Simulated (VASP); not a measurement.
Band structure of Bi (a7). All values below come from PBEsol GGA, VASP's PBE PAW potentials (set 64) (plane waves; VASP 6.6.1).

Unless said otherwise, spin-orbit coupling is left out, though it shifts the bands of the heavy elements here.

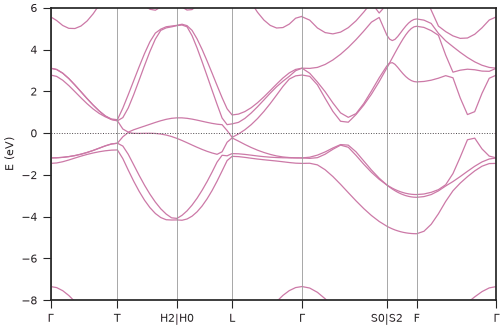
Fig. 1. Bands along high-symmetry lines, zero at the valence-band maximum or, without a gap, the Fermi level

Task: Read the plot: is there a gap, and where are the band edges?

Result: It has no gap at this level: it comes out as a metal or semimetal. (Edges off the drawn lines would not show.)

The compound is Bi in the a7 structure. It was relaxed first.
